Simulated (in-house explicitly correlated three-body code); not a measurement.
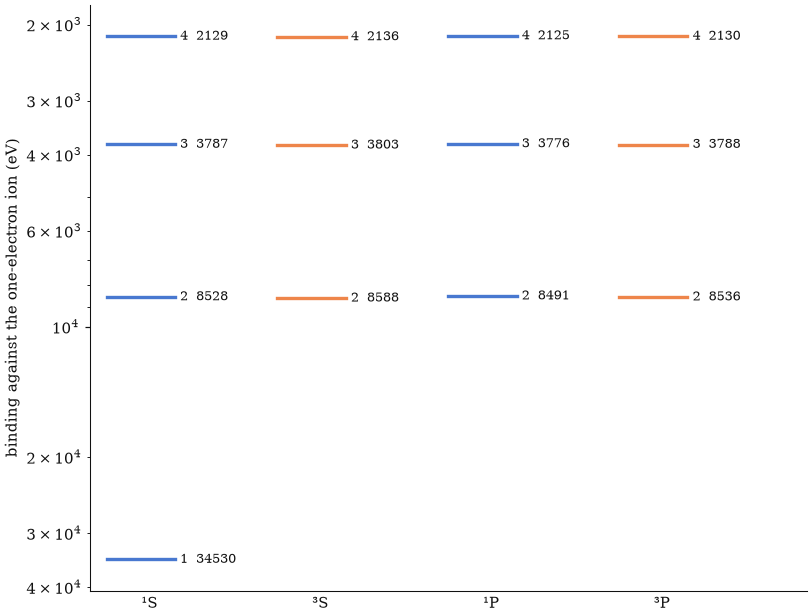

Two electrons around a point charge of unknown size. Computed variationally in 260 exponentially correlated functions with an in-house code, non-relativistic, converged to about 10⁻⁸ of the energy. The plot shows the bound S and P states that converged, by term and principal number n, on a logarithmic scale of binding.

What is the nuclear charge?

Z = 51 (antimony). The outer electron of the excited states sees a charge of Z − 1, so they are bound by about 13.6 (Z − 1)²/n² eV. The ground state is bound by 34.53 keV. The n = 2 states drawn run, from the deepest, 2 ³S (8588 eV), 2 ³P (8536 eV), 2 ¹S (8528 eV), 2 ¹P (8491 eV). Exchange puts 2 ³S below 2 ¹S by 59.1 eV and 2 ³P below 2 ¹P by 45.1 eV. Quantum defects n − (Z − 1)/√(2 E(binding)): 2 ³S 0.010, 2 ³P 0.004, 2 ¹S 0.003, 2 ¹P −0.002.
